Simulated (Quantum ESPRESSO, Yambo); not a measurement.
# KBr (Fm-3m): G0W0 with Yambo, start to end, part 2 of 2

Wanted: ground state, empty states, screening and self-energy for KBr (Fm-3m).

Quantum ESPRESSO 7.5 and Yambo 5.3.0; PBE and many-body steps on it, plane waves. Known limits of the many-body steps: not at the basis limit.

So far. Step 2 (Ground state): The gap is direct, at Γ. Step 3 (Bands along the symmetry lines): The gap is 4.275 eV, as in the run before at this level.

## 4. Empty states on the mesh, 4×4×4 mesh, 270 bands

Level of this step: DFT, PBE with spin-orbit coupling, plane waves, norm-conserving pseudopotentials (Quantum ESPRESSO).

The sums over transitions need many empty states on a uniform mesh; this step solves for them.

Contents of pw.in:

```
&control
  calculation = 'nscf'
  prefix = 'x'
  outdir = 'o'
  pseudo_dir = 'pseudo'
/
&system
  ibrav = 0
  nat = 2
  ntyp = 2
  ecutwfc = 76.0
  nbnd = 270
  force_symmorphic = .true.
  noncolin = .true.
  lspinorb = .true.
/
&electrons
  conv_thr = 1e-9
  electron_maxstep = 80
  diago_full_acc = .true.
  diago_thr_init = 5e-6
/
ATOMIC_SPECIES
  K 39.098 K.upf
  Br 79.904 Br.upf
CELL_PARAMETERS angstrom
  0.0000000000 3.3000000000 3.3000000000
  3.3000000000 0.0000000000 3.3000000000
  3.3000000000 3.3000000000 0.0000000000
ATOMIC_POSITIONS crystal
  K 0.0000000000 0.0000000000 0.0000000000
  Br 0.5000000000 0.5000000000 0.5000000000
K_POINTS automatic
  4 4 4 0 0 0
```

Run with:

```
OMP_NUM_THREADS=1 mpirun -n 4 pw.x -nk 4 -in pw.in > pw.out
```

The log of the run:

```text
[banner, memory and clock lines left out]
Program PWSCF v.7.5 starts

     Atomic positions and unit cell read from directory:
     o/x.save/

     Message from routine setup:
     using ibrav=0 with symmetry is DISCOURAGED, use correct ibrav instead

     G-vector sticks info

     bravais-lattice index     =            0
     lattice parameter (alat)  =       8.8192  a.u.
     unit-cell volume          =     485.0298 (a.u.)^3
     number of atoms/cell      =            2
     number of atomic types    =            2
     number of electrons       =        26.00
     number of Kohn-Sham states=          270
     kinetic-energy cutoff     =      76.0000  Ry
     charge density cutoff     =     304.0000  Ry
     Exchange-correlation= PBE
                           (   1   4   3   4   0   0   0)
     Non magnetic calculation with spin-orbit

     celldm(1)=   8.819172  celldm(2)=   0.000000  celldm(3)=   0.000000
     celldm(4)=   0.000000  celldm(5)=   0.000000  celldm(6)=   0.000000

     crystal axes: (cart. coord. in units of alat)
               a(1) = (   0.000000   0.707107   0.707107 )
               a(2) = (   0.707107   0.000000   0.707107 )
               a(3) = (   0.707107   0.707107   0.000000 )

     reciprocal axes: (cart. coord. in units 2 pi/alat)
               b(1) = ( -0.707107  0.707107  0.707107 )
               b(2) = (  0.707107 -0.707107  0.707107 )
               b(3) = (  0.707107  0.707107 -0.707107 )
     Pseudo is Norm-conserving + core correction, Zval =  9.0
     Generated using ONCVPSP code by D. R. Hamann
     Using radial grid of 2222 points, 10 beta functions with:
     Pseudo is Norm-conserving + core correction, Zval = 17.0
     Generated using ONCVPSP code by D. R. Hamann
     Using radial grid of 1110 points, 10 beta functions with:
     K                 9.00    39.09800     K ( 1.00)
     Br               17.00    79.90400     Br( 1.00)

     48 Sym. Ops., with inversion, found

   Cartesian axes

     site n.     atom                  positions (alat units)
         1        K      tau(   1) = (   0.0000000   0.0000000   0.0000000  )
         2        Br     tau(   2) = (   0.7071068   0.7071068   0.7071068  )

     number of k points=     8
                       cart. coord. in units 2pi/alat
        k(    1) = (   0.0000000   0.0000000   0.0000000), wk =   0.0156250
        k(    2) = (   0.1767767   0.1767767  -0.1767767), wk =   0.1250000
        k(    3) = (  -0.3535534  -0.3535534   0.3535534), wk =   0.0625000
[...]
k(    7) = (  -0.7071068   0.0000000   0.0000000), wk =   0.0468750
        k(    8) = (  -0.7071068   0.3535534   0.0000000), wk =   0.0937500

     Dense  grid:    43599 G-vectors     FFT dimensions: (  50,  50,  50)

     The potential is recalculated from file :
     o/x.save/charge-density

     Starting wfcs are   28 randomized atomic wfcs +  242 random wfcs

     Band Structure Calculation

     End of band structure calculation

          k = 0.0000 0.0000 0.0000 (  5521 PWs)   bands (ev):

   -56.7196 -56.7196 -56.7196 -56.7196 -55.6354 -55.6354 -55.6354 -55.6354
   -55.6341 -55.6341 -25.6870 -25.6870 -10.2031 -10.2031  -9.3430  -9.3430
    -9.0771  -9.0771  -9.0771  -9.0771   1.7535   1.7535   2.2484   2.2484
[...]
[... 22 further rows ...]
[...]
80.9396  80.9397  81.5332  81.5332  81.5332  81.5335

          k = 0.1768 0.1768-0.1768 (  5414 PWs)   bands (ev):

[...]
[... 22 further rows ...]
[...]
79.4205  79.4205  79.5288  79.5288  79.5434  79.5434

          k =-0.3536-0.3536 0.3536 (  5444 PWs)   bands (ev):

[...]
27.0002  27.0002  27.6481  27.6481  27.6973  27.6973  29.1596  29.1596
     [... 22 further rows ...]
    77.8184  77.8184  79.3833  79.3833  79.3985  79.3985  79.9022  79.9022
    79.9154  79.9154  81.1446  81.1447  81.1932  81.1932

          k = 0.3536 0.0000 0.0000 (  5425 PWs)   bands (ev):

     [... further k-points ...]

     highest occupied, lowest unoccupied level (ev):     2.2484    6.5234

     XML data file, pseudopotentials, collected wavefunctions
```

The job ended after 87 s (4 MPI ranks of Arm Neoverse V1, shared host; peak memory 1.2 GiB).

Numbers from this step:

```yaml
gap: 4.275 eV
k_of_the_valence_top: 0, 0, 0
k_of_the_conduction_bottom: 0, 0, 0
least_direct_gap: 4.275 eV
k_points_computed: 8
lowest_point_of_the_top_converged_band_above_the_valence_top: 76.1895 eV
```

On this mesh the gap is 4.275 eV.

## 5. Conversion and set-up

This step: Yambo 5.3.0; conversion and set-up on PBE with spin-orbit coupling, plane waves, norm-conserving pseudopotentials.

The states are converted to the many-body program's format and the q mesh is built.

Run with:

```
(cd o/x.save; p2y > p2y.log; mv SAVE ../..); yambo > setup.log
```

The log of the run:

```text
 Yambo, version 5.3.0

 [02] CORE Variables Setup
 =========================

  [02.01] Unit cells
  ==================

  Cell kind             :  FCC
  Atoms in the cell     :  K  Br
  number of K  atoms    :  1
  number of Br atoms    :  1

  List of atomic masses
  Mass of K     :  39.09800
  Mass of Br    :  79.90400

  List of atomic coordinates    : [cc]
  K1       :  0.000000  0.000000  0.000000  order 1
  Br1       :  6.236096  6.236096  6.236096  order 2

  Alat factors          :  6.236096  6.236096  6.236096 [a.u.]
  Direct lattice volume :  485.0298 [a.u.]
  Direct lattice vectors:  A[ 1 ]  A[ 2 ]  A[ 3 ]
   A[ 1 ]:  0.000000  1.000000  1.000000  [iru]
   0.000000  6.236096  6.236096  [cc]
   A[ 2 ]:  1.000000  0.000000  1.000000  [iru]
   6.236096  0.000000  6.236096  [cc]
   A[ 3 ]:  1.000000  1.000000  0.000000  [iru]
   6.236096  6.236096  0.000000  [cc]

  Recip. lattice volume :  0.511412 [a.u.]
  Recip. lattice vectors:  B[ 1 ]  B[ 2 ]  B[ 3 ]
   B[ 1 ]: -0.500000  0.500000  0.500000  [iku]
  -0.503776  0.503776  0.503776  [cc]
   B[ 2 ]:  0.500000 -0.500000  0.500000  [iku]
   0.503776 -0.503776  0.503776  [cc]
   B[ 3 ]:  0.500000  0.500000 -0.500000  [iku]
   0.503776  0.503776 -0.503776  [cc]

  [02.02] Symmetries
  ==================

  Inversion symmetry    : yes
  Spatial inversion     : yes
  Inversion index       :  25
  K-space Time-reversal : no
  Magnetic symmetries   : no
  Group table correct   : yes
  Symmetries units      :  [cc]

   [S  1]:   1.0000      0.28986E-16  0.28986E-16  0.28986E-16   1.0000     -0.28986E-16 -0.28986E-16 -0.28986E-16   1.0000
   [S  2]:  -1.0000     -0.28986E-16  0.28986E-16 -0.28986E-16  -1.0000     -0.28986E-16  0.28986E-16  0.28986E-16   1.0000
   [S  3]:  -1.0000      0.28986E-16 -0.28986E-16 -0.28986E-16   1.0000      0.28986E-16  0.28986E-16 -0.28986E-16  -1.0000
[...]
[... 36 further rows ...]
   [S 47]:  0.28986E-16   1.0000     -0.28986E-16 -0.28986E-16  0.28986E-16  -1.0000       1.0000     -0.28986E-16  0.28986E-16
   [S 48]:  0.28986E-16  -1.0000      0.28986E-16 -0.28986E-16 -0.28986E-16   1.0000       1.0000      0.28986E-16 -0.28986E-16

  [02.03] Reciprocal space
  ========================

  nG shells         :   402
  nG charge         :   43599
  nG WFs            :   6483
  nC WFs            :   5521
  G-vecs. in first 40 shells:  [ Number ]
     1    9   15   27   51   59   65   89  113
    137   169   181   229   259   283   307   331   339
    387   411   459   531   537   561   609   645   701
[...]
1139  1211  1243  1291
  ...
  Shell energy in first 40 shells:  [ mHa ]
[...]
6471.64      6598.53      7106.11      7486.80      8121.27      8501.96      8628.85      9136.43      9517.12
    9644.01      10151.6      10532.3      10659.2      11166.8      11547.4      12181.9      12562.6      12689.5
[...]
K/Q-points units:
  rlu = crystal or reduced units; cc = cartesian coordinates; iku = interal k-units

  K [1]          [rlu]:  0.000000  0.000000  0.000000
         WF components:   5521
  K [2]          [rlu]: -0.15345E-16  0.12410E-16  0.25000
         WF components:   5414
  K [3]          [rlu]:  0.30690E-16 -0.24821E-16 -0.50000
         WF components:   5444
  K [4]          [rlu]: -0.46171E-17  0.25000      0.25000
         WF components:   5425
  K [5]          [rlu]: -0.94755E-17  0.25000     -0.50000
         WF components:   5434
  [... 2 further k-points ...]
  K [8]          [rlu]:  0.250000 -0.500000 -0.250000
         WF components:   5440

  [02.05] Energies & Occupations
  ==============================

  [X] === General ===
  [X] Electronic Temperature                        :  0.000000  0.000000 [eV K]
  [X] Bosonic    Temperature                        :  0.000000  0.000000 [eV K]
  [X] Finite Temperature mode                       : no
  [X] El. density                                   :  0.36174E+24 [cm-3]
  [X] Fermi Level                                   :  2.248353 [eV]

  [X] === Gaps and Widths ===
  [X] Conduction Band Min                           :  4.275038 [eV]
  [X] Valence Band Max                              :  0.000000 [eV]
  [X] Filled Bands                                  :  26
  [X] Empty Bands                                   :   27  270
  [X] Direct Gap                                    :  4.275038 [eV]
  [X] Direct Gap localized at k                     :  1
  [X] Indirect Gap                                  :  4.275038 [eV]
  [X] Indirect Gap between kpts                     :  1  1
  [X] Last valence band width                       :  0.573641 [eV]
  [X] 1st conduction band width                     :  2.927317 [eV]

  E @ K [1]:  [eV]
  -58.96796 -58.96796 -58.96796 -58.96796 -57.88372 -57.88372 -57.88372 -57.88372
  -57.88242 -57.88242 -27.93538 -27.93538 -12.45142 -12.45142 -11.59139 -11.59139
   -11.325      -11.325      -11.325      -11.325     -0.49480     -0.49480     -0.95670E-11 -0.66501E-11
[...]
occ @ K [1]
[...]
E @ K [2]:  [eV]
[...]
occ @ K [2]
[...]
E @ K [3]:  [eV]
[...]
occ @ K [3]
[...]
E @ K [4]:  [eV]
[...]
occ @ K [4]
[...]
E @ K [5]:  [eV]
[...]
occ @ K [5]
[...]
[... 2 further k-points ...]
  E @ K [8]:  [eV]
[...]
occ @ K [8]
[...]
0.000000  0.000000  0.000000  0.000000  0.000000  0.000000  0.000000  0.000000
   0.000000  0.000000  0.000000  0.000000  0.000000  0.000000  0.000000  0.000000

 [03] Transferred momenta grid and indexing
 ==========================================

 IBZ Q-points                                      :   8
 BZ  Q-points                                      :   64

 K/Q-points units:
 rlu = crystal or reduced units; cc = cartesian coordinates; iku = interal k-units

 Q [1]          [rlu]:  0.000000  0.000000  0.000000
 Q [2]          [rlu]: -0.15345E-16  0.40166E-16  0.25000
 Q [3]          [rlu]:  0.30690E-16 -0.80332E-16 -0.50000
[...]
Q [7]          [rlu]:  0.92343E-17 -0.50000     -0.50000
 Q [8]          [rlu]:  0.250000 -0.500000 -0.250000

  [03.01] X indexes
  =================

   [03.01.01] Sigma indexes
   ========================

 [06] Game Over & Game summary
```

Elapsed: 3.9 s, on 1 MPI rank; peak memory 0.26 GiB.

## 6. Screening and self-energy, 4×4×4 mesh, 270 bands, screening to 156.5 eV

Now the one-shot GW correction: screening in the RPA, then the self-energy of the levels asked for.

This step: G0W0 on PBE with spin-orbit coupling, plane waves, norm-conserving pseudopotentials.

Contents of gw4.in:

```
HF_and_locXC
gw0
dyson
ppa
em1d
rim_cut
RandQpts= 1000000
RandGvec= 1 RL
EXXRLvcs= 76 Ry
VXCRLvcs= 304 Ry
Chimod= "HARTREE"
% BndsRnXp
 1 | 270 |
%
NGsBlkXp= 11.5 Ry
% LongDrXp
 1 | 1 | 1 |
%
% GbndRnge
 1 | 270 |
%
DysSolver= "n"
ExtendOut
PPAPntXp= 27.21138 eV
% QPkrange
 1 | 1 | 23 | 30 |
%
```

Run with:

```
OMP_NUM_THREADS=2 mpirun -n 2 yambo -F gw4.in -J gw4 -C gw4 > gw4.log
```

The log of the run:

```text
 Yambo, version 5.3.0

 [02] CORE Variables Setup
 =========================

  [... cell, symmetries and grids as in the set-up ...]

  [02.05] Energies & Occupations
  ==============================

  [X] === General ===
  [X] Electronic Temperature                        :  0.000000  0.000000 [eV K]
  [X] Bosonic    Temperature                        :  0.000000  0.000000 [eV K]
  [X] Finite Temperature mode                       : no
  [X] El. density                                   :  0.36174E+24 [cm-3]
  [X] Fermi Level                                   :  2.248353 [eV]

  [X] === Gaps and Widths ===
  [X] Conduction Band Min                           :  4.275038 [eV]
  [X] Valence Band Max                              :  0.000000 [eV]
  [X] Filled Bands                                  :  26
  [X] Empty Bands                                   :   27  270
  [X] Direct Gap                                    :  4.275038 [eV]
  [X] Direct Gap localized at k                     :  1
  [X] Indirect Gap                                  :  4.275038 [eV]
  [X] Indirect Gap between kpts                     :  1  1
  [X] Last valence band width                       :  0.573641 [eV]
  [X] 1st conduction band width                     :  2.927317 [eV]

 [03] Transferred momenta grid and indexing
 ==========================================

 IBZ Q-points                                      :   8
 BZ  Q-points                                      :   64

 K/Q-points units:
 rlu = crystal or reduced units; cc = cartesian coordinates; iku = interal k-units

 Q [1]          [rlu]:  0.000000  0.000000  0.000000
 Q [2]          [rlu]: -0.15345E-16  0.40166E-16  0.25000
 Q [3]          [rlu]:  0.30690E-16 -0.80332E-16 -0.50000
 Q [4]          [rlu]: -0.46171E-17  0.25000      0.25000
 Q [5]          [rlu]: -0.20915E-17  0.25000      0.50000
 Q [6]          [rlu]: -0.24821E-16  0.25000     -0.25000
 Q [7]          [rlu]:  0.92343E-17 -0.50000     -0.50000
 Q [8]          [rlu]:  0.250000 -0.500000 -0.250000

 [04] Coloumb potential Random Integration (RIM)
 ===============================================

  [04.01] RIM initialization
  ==========================

  * Diagonal components only detected *

  8 x (sBL volume)        :  0.063927 [a.u.]
  sBZ random points       :  1000000
  Points outside the sBZ  :   7968281
  RL volume               :  0.511412 [a.u.]
  Integrated volume       :  0.513448 [a.u.]

  [04.02] RIM integrals
  =====================

  Gamma point sphere radius             :  0.072529 [a.u.]
  Points outside the sphere             :   800476
  [Int_sBZ(q=0) 1/q^2]*(Vol_sBZ)^(-1/3) =:  7.776341
                                 should be <:  7.795600

  Summary of Coulomb integrals for non-metallic bands |Q|[au] RIM/Bare

  Q [1] 0.100000E-4 0.997530 * Q [2] 0.218141 1.068480
  Q [4] 0.251888 1.066792 * Q [6] 0.356223 1.029814
  Q [5] 0.417709 1.022655 * Q [3] 0.436282 1.020683
  Q [7] 0.503776 1.017590 * Q [8] 0.563238 1.014367

 [05] Dipoles
 ============

  [05.01] Setup: observables and procedures
  =========================================

  [WARNING] [x,Vnl] slows the Dipoles computation. To neglect it rename the ns.kb_pp file

 [06] Dynamic Dielectric Matrix (PPA)
 ====================================

 [WR./gw4//ndb.pp]---------------------------------------------------------------
  Brillouin Zone Q/K grids (IBZ/BZ)                :    8   64    8   64
  RL vectors                                       :   6567 [WF]
  Coulomb cutoff potential                         : none
  Electronic Temperature                           :  0.000000 [K]
  Bosonic    Temperature                           :  0.000000 [K]
  PPA    diel. fun.  energies                      : Perdew, Burke & Ernzerhof(X)+Perdew, Burke & Ernzerhof(C)
  wavefunctions                                    : Perdew, Burke & Ernzerhof(X)+Perdew, Burke & Ernzerhof(C)
  Global Gauge                                     : length
  X matrix size                                    :   339
  X band range                                     :    1  270
  X e/h energy range                               : -1.000000 -1.000000 [eV]
  X Time ordering                                  : R
  X Hxc Kernel                                     : HARTREE
  X Drude frequency                                :  0.000000  0.000000
  X poles                                          :  100.0000 [o/o]
  RL vectors in the sum                            :   6567
  [r,Vnl] included                                 : yes
  Field direction                                  :  0.577350E-5  0.577350E-5  0.577350E-5
  BZ energy Double Grid                            : no
  BZ energy DbGd points                            : 0
  BZ Q point size factor                           : -1.000000
  X Optical Averaged directions                    : none

 [07] Local Exchange-Correlation + Non-Local Fock
 ================================================

 [VXC] Plane waves :   43599
 [EXS] Plane waves :   5577

 QP @ state[ 1 ] K range:  1  1
 QP @ state[ 1 ] b range:  23  30

 [xc] Functional : Perdew, Burke & Ernzerhof(X)+Perdew, Burke & Ernzerhof(C)
 [xc] LIBXC used to calculate xc functional
  PP Number of Atomic Species                      :  2
  NLCC RL compoments                               :   43599
  PP Number of Atomic Species                      :  2
  NLCC RL compoments                               :   43599

 [xc] E_xc :  -16.87197 [Ha]
      E_xc :  -33.74393 [Ry]

  Local XC kind (lXC) : Perdew, Burke & Ernzerhof(X)+Perdew, Burke & Ernzerhof(C)
  Non-Local XC kind (nlXC) : Hartree-Fock

  Corrections @ K [1] :  [eV]
 <23|nlXC|23> = -19.36269 -0.53382E-17 <23|lXC|23> = -14.25326 -0.340483E-8
 <24|nlXC|24> = -19.36272  0.14974E-16 <24|lXC|24> = -14.25326 -0.84029E-09
 <25|nlXC|25> = -19.36275 -0.13086E-17 <25|lXC|25> = -14.25326 -0.216436E-8
 <26|nlXC|26> = -19.36276 -0.40531E-17 <26|lXC|26> = -14.25326 -0.130035E-8
 <27|nlXC|27> = -3.949118  0.16855E-17 <27|lXC|27> = -7.316472  0.76875E-09
 <28|nlXC|28> = -3.949118  0.72390E-18 <28|lXC|28> = -7.316473 -0.503091E-8
 <29|nlXC|29> = -3.762324 -0.18121E-18 <29|lXC|29> = -8.485177 -0.50632E-09
 <30|nlXC|30> = -3.762219  0.10950E-17 <30|lXC|30> = -8.485178 -0.188834E-8

 [08] Dyson equation: Newton solver
 ==================================

  [08.01] G0W0 (W PPA)
  ====================

  [  GW  ] Bands range     :    1  270
  [GW/PPA] G damping       :  0.100000 [eV]

  QP @ state[ 1 ] K range:  1  1
  QP @ state[ 1 ] b range:  23  30

   Sc/G bands                                       :    1  270
   Sc/G damping                                     :  0.100000 ev
   Sc bands terminator                              : no
   Sx RL components                                 :   5577

   QP @ state[ 1 ] K range                          :  1  1
   QP @ state[ 1 ] b range                          :  23  30
   GF energies kind                                 : Perdew, Burke & Ernzerhof(X)+Perdew, Burke & Ernzerhof(C)
   GF WF`s kind                                     : Perdew, Burke & Ernzerhof(X)+Perdew, Burke & Ernzerhof(C)
   Xs energies kind                                 : Perdew, Burke & Ernzerhof(X)+Perdew, Burke & Ernzerhof(C)
   Xs WF`s kind                                     : Perdew, Burke & Ernzerhof(X)+Perdew, Burke & Ernzerhof(C)

 [11] Game Over & Game summary
```

The job ended after 14 min (2 MPI ranks; peak memory 2 GiB; 46 min of CPU time).

This step gave:

- G0W0 gap on the points computed: 7.489 eV
- starting gap on the mesh: 4.275 eV
- k of the valence top: 0, 0, 0
- k of the conduction bottom: 0, 0, 0
- least direct G0W0 gap on the computed points: 7.489 eV
- Z at the valence top: 0.8295
- Z at the conduction bottom: 0.8737

The gap on the mesh goes from 4.28 eV to 7.49 eV, a correction of +3.21 eV.

Limits: finite bands, cutoff and mesh. v1 is the top filled band, c1 the lowest empty one. Levels before and after the correction, in eV, zero at the valence-band top of each column:

```tsv
	conduction bottom	valence top
Kohn-Sham	4.28	0.00
G0W0	7.49	0.00
```

```tsv
	level	energy (eV)
Kohn-Sham	Γ v4-v1	0.000
Kohn-Sham	Γ c1-c2	4.275
Kohn-Sham	Γ c3-c4	7.444
G0W0	Γ v4-v1	0.000
G0W0	Γ c1-c2	7.489
G0W0	Γ c3-c4	11.624
```

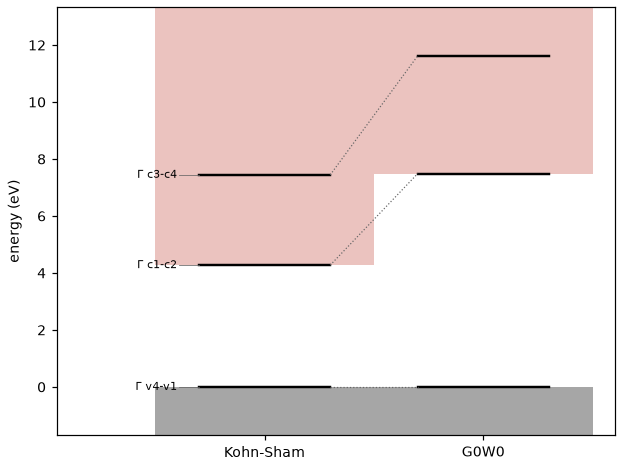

Levels before and after the correction. Shaded: valence and conduction bands.

## 7. Where the time went

Times are wall times on the hardware named with each run, good to a factor of about two.

```tsv
step	time	share	memory (GiB)
ground state	41 s	4 %	0.62
bands along the symmetry lines	43 s	4 %	0.42
empty states on the mesh	87 s	9 %	1.2
conversion and set-up	3.9 s	0 %	0.26
screening and self-energy	14 min	83 %	2.0
```

## 8. Outcome

| Item | Value |
| --- | --- |
| PBE gap | 4.28 eV, direct |
| G0W0 gap on the mesh | 7.49 eV |
| GW settings | 4×4×4 mesh, 270 bands, screening to 156.5 eV, Godby-Needs plasmon pole |
| known limits | not at the basis limit |

In words: G0W0 moves the gap on the mesh from 4.28 eV to 7.49 eV (+3.21 eV), with Z of 0.83 and 0.87 at the edges. Only 1 of the mesh's irreducible points was corrected, so a valley elsewhere could overtake. The dearest step here is «screening and self-energy». Bands and cutoff are finite, so the gap is not at the basis limit. The miss can reach some tenths of an eV and take either sign; the mesh is an error of its own. In the G0W0 run levels were corrected at 1 k point alone, so a gap called «on the mesh» is the least over those, and an edge elsewhere would be missed.

[Paths, hosts, dates, memory and timing lines, banners, echoed tables and standing remarks are left out of the program output.]

[Logs are printed without paths, hosts, clocks, repeated set-up lines and the standing remarks that a program may print on its own settings, such as how far it seeks lower states.]

[Runs of the session that timed out or met a known fault of the program may be left out.]

[Hosts, paths, dates, database ids (printed as entryN), source tags and the programs' standing remarks are cut or masked in the printed files.]
